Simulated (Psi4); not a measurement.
# BHOF2 (difluorohydroxyborane) at TPSS/def2-TZVPD (density fitting with cc-pvdz-jkfit, sweep point 2)

What is the vertical singlet–triplet gap of BHOF2 (difluorohydroxyborane) at TPSS/def2-TZVPD (density fitting with cc-pvdz-jkfit, sweep point 2)? 

The calculation is run with Psi4 1.11.

3 further runs of the same task are left out: 3 that didn't finish.

## Step 1: The structure to begin with

The species is BHOF2 (5 atoms), meant as a singlet with charge 0. As SMILES, `OB(F)F`. The shape is that of a PBE0-D4/def2-TZVP optimisation.

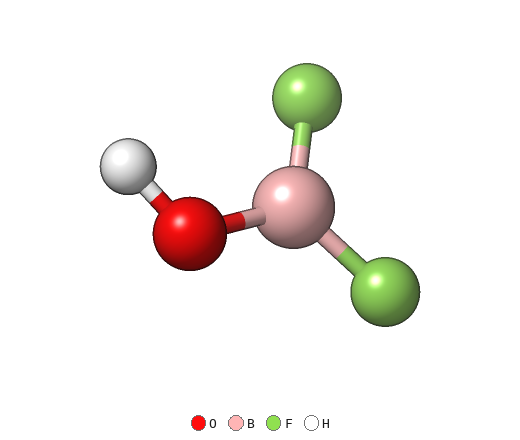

The structure, seen from a chosen angle (oxygen red, boron pink, fluorine green, hydrogen white).

## Step 2: A single-point energy at TPSS/def2-TZVPD (density fitting with cc-pvdz-jkfit, sweep point 2)

File input.inp:

```
memory 1600 MB

molecule {
  0 1
  O      0.038630     1.000750     0.174310
  B      0.105760    -0.342460     0.137210
  F      0.731030    -0.986880     1.100700
  F     -0.439530    -1.051930    -0.843330
  H     -0.435890     1.380520    -0.568880
  symmetry c1
}

set {
  basis                def2-TZVPD
  reference            rks
  puream               true
  scf_type             df
  dft_radial_points    99
  dft_spherical_points 590
  df_basis_scf         cc-pvdz-jkfit
}

E, wfn = energy('tpss', return_wfn=True)
```

The run is started by

```bash
$ psi4 input.inp input.out -n 1
```

input.out:

```text
[...]
  Running in c1 symmetry.
[...]
  Nuclear repulsion =  112.725598717264262
[...]
  Multiplicity = 1
[...]
  Nalpha       = 16
  Nbeta        = 16
[...]
    Number of basis functions: 166
[...]
   @DF-RKS iter   1:  -300.43474370351072   -3.07154e-01   5.47374e-03 ADIIS/DIIS
[...]
   @DF-RKS iter   9:  -300.69652338545131   -9.78440e-08   3.79632e-07 DIIS
[...]
    Orbital Energies [Eh]
    ---------------------
    Doubly Occupied:
       1A    -24.429753     2A    -24.425886     3A    -18.928050
       4A     -6.707521     5A     -1.167135     6A     -1.139304
       7A     -0.995145     8A     -0.556844     9A     -0.514739
      10A     -0.482829    11A     -0.448633    12A     -0.411879
      13A     -0.388361    14A     -0.374678    15A     -0.347855
      16A     -0.332924
[...]
  @DF-RKS Final Energy:  -300.69652338545131
   => Energetics <=
    Nuclear Repulsion Energy =            112.7255987172642619
    One-Electron Energy =                -640.2188157621375240
    Two-Electron Energy =                 260.9111251281459545
    DFT Exchange-Correlation Energy =     -34.1144314687239785
    Empirical Dispersion Energy =           0.0000000000000000
    VV10 Nonlocal Energy =                  0.0000000000000000
    Total Energy =                       -300.6965233854513144
[...]
 Multipole Moments:
 ------------------------------------------------------------------------------------
     Multipole            Electronic (a.u.)      Nuclear  (a.u.)        Total (a.u.)
 ------------------------------------------------------------------------------------
 L = 1.  Multiply by 2.5417464519 to convert [e a0] to [Debye]
 Dipole X            :          0.2681412           -0.5864318           -0.3182906
 Dipole Y            :         -2.3401288            2.8269837            0.4868550
 Dipole Z            :          0.1855038           -0.6583888           -0.4728850
 Magnitude           :                                                    0.7496378
[...]
```

It took 63 s on 1 thread of Intel Xeon at 2.70GHz, shared host; peak memory 1.2 GiB.

## Step 3: The triplet, same level

File bf2ho.inp:

```
memory 1600 MB

molecule {
  0 3
  O      0.038630     1.000750     0.174310
  B      0.105760    -0.342460     0.137210
  F      0.731030    -0.986880     1.100700
  F     -0.439530    -1.051930    -0.843330
  H     -0.435890     1.380520    -0.568880
  units angstrom
  symmetry c1
}

set basis def2-TZVPD
set reference uks
set puream true
set scf_type df
set dft_radial_points 99
set dft_spherical_points 590
set df_basis_scf cc-pvdz-jkfit
set maxiter 100

e, wfn = energy("tpss", return_wfn=True)
print_variables()
```

The run is started by

```bash
$ psi4 bf2ho.inp bf2ho.out -n 1
```

bf2ho.out:

```text
[...]
  Running in c1 symmetry.
[...]
  Nuclear repulsion =  112.725598717264262
[...]
  Multiplicity = 3
[...]
  Nalpha       = 17
  Nbeta        = 15
[...]
    Number of basis functions: 166
[...]
   @DF-UKS iter   1:  -300.03359507695529    9.39946e-02   5.31076e-03 DIIS/ADIIS
[...]
   @DF-UKS iter  14:  -300.38417752560878   -1.51925e-08   6.13460e-07 DIIS
[...]
   @S^2 Observed:                2.002891124E+00
[...]
    Orbital Energies [Eh]
    ---------------------
    Alpha Occupied:
       1A    -24.509795     2A    -24.509695     3A    -19.129634
       4A     -6.805331     5A     -1.245902     6A     -1.215778
       7A     -1.172858     8A     -0.690366     9A     -0.591715
      10A     -0.577156    11A     -0.571834    12A     -0.517376
      13A     -0.498824    14A     -0.468620    15A     -0.466272
      16A     -0.436404    17A     -0.094737
    Alpha Virtual:
      18A     -0.083759    19A     -0.031751    20A      0.007531
      21A      0.009099    22A      0.035260    23A      0.038139
      24A      0.058395    25A      0.063468    26A      0.074039
[...]
  @DF-UKS Final Energy:  -300.38417752560878
   => Energetics <=
    Nuclear Repulsion Energy =            112.7255987172642619
    One-Electron Energy =                -636.8519850929809536
    Two-Electron Energy =                 257.6678082912773107
    DFT Exchange-Correlation Energy =     -33.9255994411693891
    Empirical Dispersion Energy =           0.0000000000000000
    VV10 Nonlocal Energy =                  0.0000000000000000
    Total Energy =                       -300.3841775256087772
[...]
 Multipole Moments:
 ------------------------------------------------------------------------------------
     Multipole            Electronic (a.u.)      Nuclear  (a.u.)        Total (a.u.)
 ------------------------------------------------------------------------------------
 L = 1.  Multiply by 2.5417464519 to convert [e a0] to [Debye]
 Dipole X            :          0.9906525           -0.5864318            0.4042208
 Dipole Y            :         -3.2956559            2.8269837           -0.4686722
 Dipole Z            :          1.2733497           -0.6583888            0.6149609
 Magnitude           :                                                    0.8724821
[...]
```

It took 2 min on 1 thread of Intel Xeon at 2.70GHz, shared host; peak memory 1.2 GiB.

## Step 4: What came out

Level: TPSS/def2-TZVPD (density fitting with cc-pvdz-jkfit, sweep point 2).

| quantity | value |
| --- | --- |
| singlet: total energy | -300.69652 Eh |
| singlet: dipole moment | 1.91 D |
| singlet: HOMO energy | -9.06 eV |
| singlet: LUMO energy | -0.82 eV |
| singlet: HOMO–LUMO gap | 8.24 eV |
| triplet: total energy | -300.38418 Eh |
| triplet: dipole moment | 2.22 D |
| triplet: HOMO energy (highest over α and β) | -2.58 eV |
| triplet: ⟨S²⟩ | 2.003 |
| vertical energy of the triplet above the singlet | 8.499 eV |

In words: At this shape the triplet lies 8.50 eV (820 kJ/mol) above the singlet.
